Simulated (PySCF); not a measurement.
**TiHOH: relaxation and vibrations of the triplet**

The task is one start of a wider search on TiHOH: the triplet, from a bent start. It is relaxed, tested by its Hessian and followed downhill if it is a saddle.

Computed with PySCF 2.14.0. Level: PBE0, basis Ti def2-TZVP, H def2-TZVP, O def2-TZVP, no relativity, density fitting.

## Step 1: Starting geometry

4 atoms, charge 0, spin multiplicity 3.

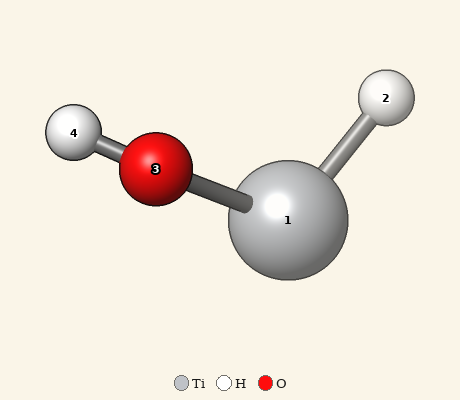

As it starts; titanium light grey, hydrogen white, oxygen red; atoms are numbered from 1 in the order of the file.

```xyz
4
charge 0 multiplicity 3
Ti    0.0000    0.0000    0.0000
H     1.3762    0.0000    0.9636
O    -1.6301    0.0000    1.1414
H    -2.1356    0.7354    1.4954
```

## Step 2: Finding the electronic state

The steps below are one call of a driver around PySCF. For each, scf.py gives the equivalent set-up of the SCF; relaxations use the driver's own optimiser. After this first run the driver tries any further starts and a stability analysis.

Contents of scf.py:

```python
from pyscf import gto, scf, dft
mol = gto.M(atom='''
Ti     0.000000     0.000000     0.000000
H      1.376200     0.000000     0.963600
O     -1.630100     0.000000     1.141400
H     -2.135600     0.735400     1.495400''',
    basis={'Ti': 'def2-TZVP', 'H': 'def2-TZVP', 'O': 'def2-TZVP'},
    charge=0, spin=2)
mf = dft.UKS(mol, xc='PBE0')
mf.grids.atom_grid = (50, 194)
aux = {'Ti': 'def2-universal-JKFIT', 'H': 'def2-universal-JKFIT', 'O': 'def2-universal-JKFIT'}
mf = mf.density_fit(auxbasis=aux)
mf.conv_tol = 1e-08
mf.diis_space = 10
mf.max_cycle = 60
mf.init_guess = 'minao'
mf.verbose = 4
mf.kernel()
```

Launch:

```bash
OMP_NUM_THREADS=4 python axn.py task.json out
```

The program printed:

```text
init E= -925.239593573071
[... the frontier-level lines of each cycle are left out ...]
cycle= 1 E= -925.406002561417  delta_E= -0.166  |g|= 0.644  |ddm|= 1.34
cycle= 2 E= -919.85519497872  delta_E= 5.55  |g|= 3.59  |ddm|= 1.55
cycle= 3 E= -925.516191763467  delta_E= -5.66  |g|= 0.433  |ddm|= 1.38
cycle= 4 E= -925.574080962751  delta_E= -0.0579  |g|= 0.17  |ddm|= 0.397
cycle= 5 E= -925.586023732317  delta_E= -0.0119  |g|= 0.0487  |ddm|= 0.127
cycle= 6 E= -925.588337718313  delta_E= -0.00231  |g|= 0.0207  |ddm|= 0.0567
cycle= 7 E= -925.589914329466  delta_E= -0.00158  |g|= 0.0139  |ddm|= 0.0574
cycle= 8 E= -925.591512599208  delta_E= -0.0016  |g|= 0.0124  |ddm|= 0.0691
cycle= 9 E= -925.593766174382  delta_E= -0.00225  |g|= 0.00825  |ddm|= 0.132
cycle= 10 E= -925.594277065089  delta_E= -0.000511  |g|= 0.00578  |ddm|= 0.0417
cycle= 11 E= -925.594947974651  delta_E= -0.000671  |g|= 0.00334  |ddm|= 0.0845
cycle= 12 E= -925.595123196084  delta_E= -0.000175  |g|= 0.00382  |ddm|= 0.039
cycle= 13 E= -925.595255814607  delta_E= -0.000133  |g|= 0.00109  |ddm|= 0.0502
cycle= 14 E= -925.595271332666  delta_E= -1.55e-05  |g|= 0.000772  |ddm|= 0.0156
cycle= 15 E= -925.595274317371  delta_E= -2.98e-06  |g|= 0.000373  |ddm|= 0.00427
cycle= 16 E= -925.595276044204  delta_E= -1.73e-06  |g|= 0.000298  |ddm|= 0.00341
cycle= 17 E= -925.595277228973  delta_E= -1.18e-06  |g|= 0.000349  |ddm|= 0.00301
cycle= 18 E= -925.595278098167  delta_E= -8.69e-07  |g|= 0.000183  |ddm|= 0.00241
cycle= 19 E= -925.595278801454  delta_E= -7.03e-07  |g|= 0.000143  |ddm|= 0.00261
cycle= 20 E= -925.595279397079  delta_E= -5.96e-07  |g|= 0.000116  |ddm|= 0.00272
cycle= 21 E= -925.595279666878  delta_E= -2.7e-07  |g|= 0.000104  |ddm|= 0.00123
cycle= 22 E= -925.595280040553  delta_E= -3.74e-07  |g|= 9.37e-05  |ddm|= 0.00194
cycle= 23 E= -925.595280515976  delta_E= -4.75e-07  |g|= 7.48e-05  |ddm|= 0.00313
cycle= 24 E= -925.595280794055  delta_E= -2.78e-07  |g|= 5.48e-05  |ddm|= 0.00263
cycle= 25 E= -925.595280909877  delta_E= -1.16e-07  |g|= 4.91e-05  |ddm|= 0.00146
cycle= 26 E= -925.595281005912  delta_E= -9.6e-08  |g|= 3.64e-05  |ddm|= 0.00144
cycle= 27 E= -925.595281057487  delta_E= -5.16e-08  |g|= 3.12e-05  |ddm|= 0.000904
cycle= 28 E= -925.595281093996  delta_E= -3.65e-08  |g|= 2.63e-05  |ddm|= 0.000702
cycle= 29 E= -925.595281139029  delta_E= -4.5e-08  |g|= 2.05e-05  |ddm|= 0.00115
cycle= 30 E= -925.595281159456  delta_E= -2.04e-08  |g|= 1.27e-05  |ddm|= 0.000876
cycle= 31 E= -925.595281166556  delta_E= -7.1e-09  |g|= 7.18e-06  |ddm|= 0.000652
Extra cycle  E= -925.5952811667  delta_E= -1.44e-10  |g|= 7.4e-06  |ddm|= 2.16e-05
converged SCF energy = -925.5952811667  <S^2> = 2.0130534  2S+1 = 3.0086897
```

This step, with its further starts and checks, needed 9.2 s of wall time on 4 threads of Intel Xeon 6975P-C (Granite Rapids), shared host.

The starts that the driver tried:

| start | energy (Eh) |
| --- | --- |
| the minimal-basis guess | -925.595281 |
| a thermally smeared density | -925.595281 |
| a smeared PBE density | -925.595281 |

No lower solution of this spin turned up from the other starts or in the test of internal stability.

## Step 3: Relaxing the triplet from the bent start

The program finds C1 symmetry in the start. The walk stops when the largest gradient is under 0.0003 Eh/bohr and the energy has settled too.

scf.py: that of step 2 with these lines changed.

```diff
@@ -3,4 +3,4 @@
-Ti     0.000000     0.000000     0.000000
-H      1.376200     0.000000     0.963600
-O     -1.630100     0.000000     1.141400
-H     -2.135600     0.735400     1.495400''',
+Ti     0.406902    -0.011237    -0.314362
+H      1.783102    -0.011237     0.649238
+O     -1.223198    -0.011237     0.827038
+H     -1.728698     0.724163     1.181038''',
@@ -16 +15,0 @@
-mf.init_guess = 'minao'
```

Energy and gradient, step by step:

| step | energy (Eh) | change (kJ/mol) | largest gradient (Eh/bohr) |
| --- | --- | --- | --- |
| 0 | -925.595281 | 0.00 | 0.05424 |
| 1 | -925.604589 | -24.44 | 0.03316 |
| 2 | -925.607656 | -32.49 | 0.02634 |
| 3 | -925.609117 | -36.33 | 0.02614 |
| 4 | -925.609804 | -38.13 | 0.01000 |
| 5 | -925.610802 | -40.75 | 0.00653 |
| 6 | -925.611755 | -43.25 | 0.00689 |
| 7 | -925.612566 | -45.38 | 0.00770 |
| 8 | -925.613069 | -46.70 | 0.00485 |
| 9 | -925.613404 | -47.58 | 0.00354 |
| 10 | -925.613518 | -47.88 | 0.00118 |
| 11 | -925.613521 | -47.89 | 0.00143 |
| 12 | -925.613528 | -47.91 | 0.00031 |
| 13 | -925.613530 | -47.91 | 0.00029 |

The walk took 22 s.

Geometry (Å) and forces (eV/Å) at some steps:

```
step 0
Ti   0.407  -0.011  -0.314  -2.791   0.001   1.576
H    1.783  -0.011   0.649   0.733   0.021   0.165
O   -1.223  -0.011   0.827   1.909   0.071  -1.689
H   -1.729   0.724   1.181   0.148  -0.093  -0.053
step 1
Ti   0.361  -0.027  -0.271  -1.706  -0.056   0.944
H    1.795   0.005   0.650   0.504   0.039   0.082
O   -1.226  -0.008   0.766   0.936   0.453  -0.862
H   -1.692   0.720   1.199   0.266  -0.436  -0.164
step 7
Ti   0.323  -0.148  -0.129   0.124  -0.040   0.177
H    1.957   0.053   0.597  -0.248  -0.007  -0.137
O   -1.328   0.145   0.570   0.015   0.396   0.329
H   -1.714   0.641   1.305   0.110  -0.349  -0.370
step 13
Ti   0.344  -0.180  -0.078   0.003   0.003   0.013
H    1.985   0.047   0.545   0.001  -0.003  -0.006
O   -1.284   0.233   0.581   0.009  -0.014  -0.015
H   -1.807   0.591   1.295  -0.013   0.015   0.008
```

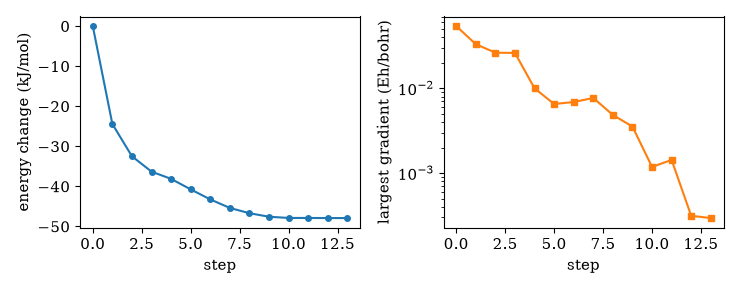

How energy and gradient fall.

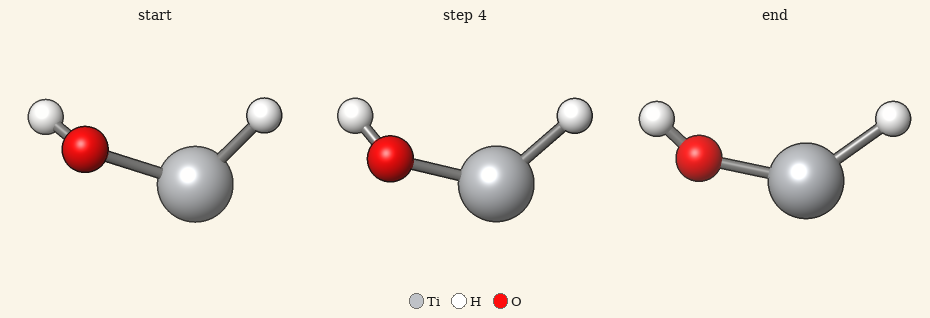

The geometry along the walk, at one scale.

After 13 steps and 47.9 kJ/mol it ends at Cs: O–H 0.955 Å, Ti–H 1.770 Å, Ti–O 1.804 Å; H–O–Ti 148.6°, H–Ti–O 132.7°.

## Step 4: Frequencies

The point is checked on the finer grid, and tightened if its gradient asks for it. The Hessian and the dipole derivatives come from central differences of analytic gradients, with steps of 0.02 bohr.

scf.py: that of step 3 with these lines changed.

```diff
@@ -3,4 +3,4 @@
-Ti     0.406902    -0.011237    -0.314362
-H      1.783102    -0.011237     0.649238
-O     -1.223198    -0.011237     0.827038
-H     -1.728698     0.724163     1.181038''',
+Ti     0.404381    -0.110141    -0.185609
+H      2.051682     0.106543     0.428119
+O     -1.225587     0.291437     0.475294
+H     -1.758107     0.659194     1.178240''',
@@ -10 +10 @@
-mf.grids.atom_grid = (50, 194)
+mf.grids.atom_grid = (75, 302)
@@ -13 +13 @@
-mf.conv_tol = 1e-08
+mf.conv_tol = 1e-10
```

The driver hands on the density of the step before, so the log starts near convergence.

SCF at the final geometry:

```text
init E= -925.613565490468
[... the frontier-level lines of each cycle are left out ...]
cycle= 1 E= -925.613565490475  delta_E= -6.82e-12  |g|= 1.2e-06  |ddm|= 2.68e-06
Extra cycle  E= -925.61356549047  delta_E= 5.12e-12  |g|= 2.38e-06  |ddm|= 2.98e-06
converged SCF energy = -925.61356549047  <S^2> = 2.0103083  2S+1 = 3.0068644
```

The whole step took 59 s.

Geometry: Cs; O–H 0.955 Å, Ti–H 1.771 Å, Ti–O 1.804 Å; H–O–Ti 149.2°, H–Ti–O 133.3°.

Harmonic modes (main isotopes):

| symmetry | ω (cm⁻¹) | IR (km/mol) | μ (u) |
| --- | --- | --- | --- |
| a' | 307 | 150 | 1.04 |
| a'' | 415 | 238 | 1.18 |
| a' | 458 | 146 | 1.28 |
| a' | 741 | 187 | 7.84 |
| a' | 1587 | 365 | 1.03 |
| a' | 3952 | 156 | 1.07 |

All wavenumbers are real: a minimum.

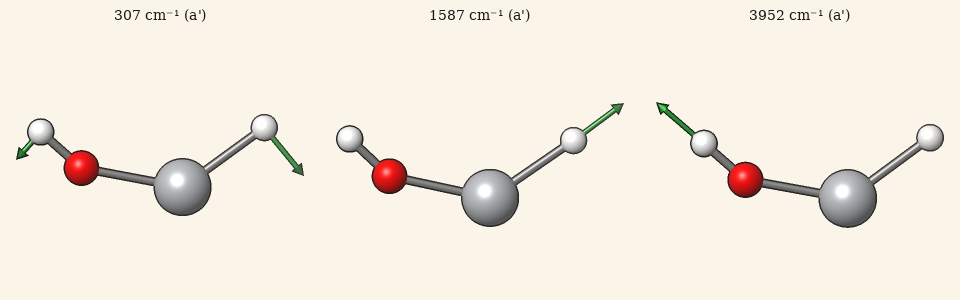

How the atoms move in 3 of the modes.

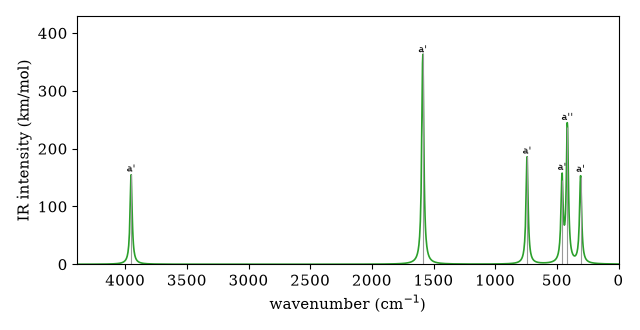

The harmonic infrared spectrum (widths in cm⁻¹). Lines are broadened to a width of 20 cm⁻¹ (Lorentzian).

Properties at this point:

* Dipole moment: 1.63 D
* Highest occupied level: -5.19 eV
* Lowest empty level: -1.63 eV
* Rotational constants: 9.166, 0.3616, 0.3479 cm⁻¹
* Zero-point energy: 44.6 kJ/mol
* Principal polarisabilities: 47.9, 49.9, 57.6 bohr³
* Atomisation energy without zero-point energy: 1180 kJ/mol
* Principal traceless quadrupole moments about the centre of mass: -10.08, 1.05, 9.03 D Å
* Entropy at 298.15 K and 1 bar (electronic part: spin only): 267.3 J/(mol K)
* Heat capacity Cp at 298.15 K: 55.2 J/(mol K)
* Enthalpy at 298.15 K above 0 K: 12.71 kJ/mol
* Rotational symmetry number: 1
* Spin squared ⟨S²⟩: 2.010

Charges (e) and bond orders:

```tsv
atom	Mulliken	Löwdin	polar tensor	spin (Mulliken)	Mayer order to Ti1
Ti1	0.69	0.37	1.12	2.12	–
H2	-0.24	-0.21	-0.46	-0.08	0.91
O3	-0.78	-0.32	-0.99	-0.04	1.00
H4	0.33	0.16	0.33	0.00	0.02
```

Mulliken populations on Ti1: s 6.71, p 12.25, d 2.33, f 0.02.

## Step 5: Outcome

| quantity | value |
| --- | --- |
| minimum | triplet, Cs |
| geometry | O–H 0.955 Å, Ti–H 1.771 Å, Ti–O 1.804 Å; H–O–Ti 149.2°, H–Ti–O 133.3° |
| wavenumbers (cm⁻¹) | 307 (a'), 415 (a''), 458 (a'), 741 (a'), 1587 (a'), 3952 (a') |
| dipole moment | 1.63 D |
| highest occupied, lowest empty level (either spin) | -5.19, -1.63 eV |
| polar-tensor charge of Ti1 | +1.12 e |
| zero-point energy | 44.6 kJ/mol |
| entropy at 298.15 K | 267.3 J/(mol K) |
| atomisation energy (no zero-point energy) | 1180 kJ/mol |
| ⟨S²⟩ | 2.010 |

What this shows: From C1 at the start the molecule goes to a Cs minimum. The strongest infrared band lies at 1587 cm⁻¹ (a'). Most of the spin sits on Ti1 (Mulliken spin 2.12, against 2 for the whole molecule). Only this shape and spin were tried, so other structures or states may lie lower. Open d and f shells are described by one determinant, and the ground state may have another occupation or spin.

The search up to here took 90 s.
